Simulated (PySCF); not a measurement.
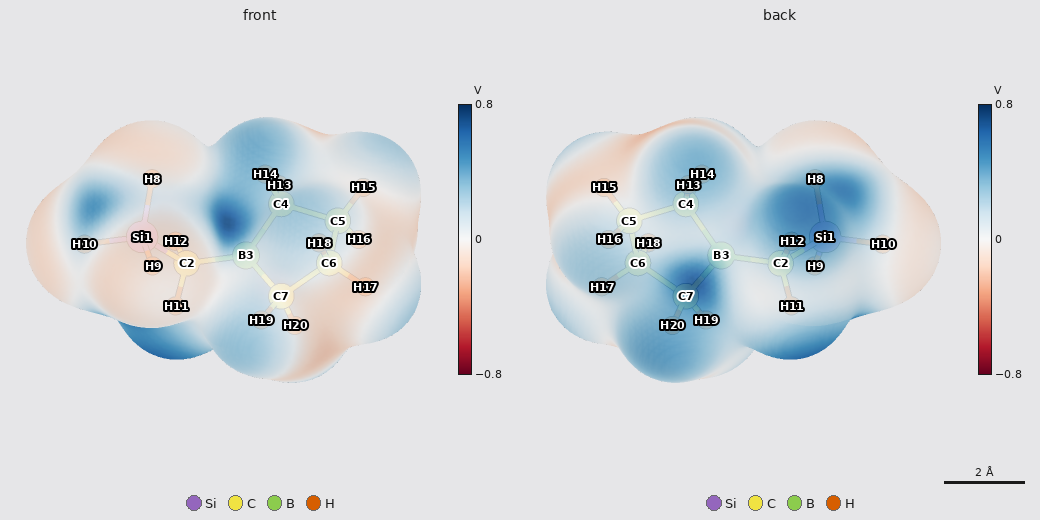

*C$_{5}$H$_{13}$BSi. The molecular electrostatic potential painted on the density surface at 0.001 e/bohr³, seen from the front and from behind; the colour scale runs from red (negative) to blue (positive).*

Geometry: PBE0-D3(BJ)/def2-SVP.

The calculation used PBE0/def2-SVPD, SCF density, gas phase in PySCF 2.14.0.

```xyz
20

Si    2.6260    0.3442   -0.3862
C     1.1963   -0.3114   -1.4323
B    -0.1438    0.0297   -0.7174
C    -0.8737   -0.8285    0.3900
C    -2.2240   -0.1270    0.5915
C    -1.9545    1.3525    0.2962
C    -0.9895    1.3503   -0.8969
H     2.6247   -0.2880    0.9697
H     2.5133    1.8249   -0.2073
H     3.9371    0.0465   -1.0416
H     1.2967    0.1844   -2.4126
H     1.3699   -1.3943   -1.5486
H    -0.9291   -1.9156    0.2220
H    -0.2442   -0.7016    1.2971
H    -2.6673   -0.2876    1.5873
H    -2.9515   -0.5174   -0.1427
H    -2.8789    1.9269    0.1239
H    -1.4566    1.8140    1.1677
H    -0.4347    2.2876   -1.0595
H    -1.5577    1.1729   -1.8360
```

Question: Describe the electrostatic potential map.

Answer: The most negative region (about −0.2 V) lies over C4, C5, C6 and C7, the most positive (about +0.6 V, or +14 kcal/mol for a unit charge) over Si1, B3 and H11.
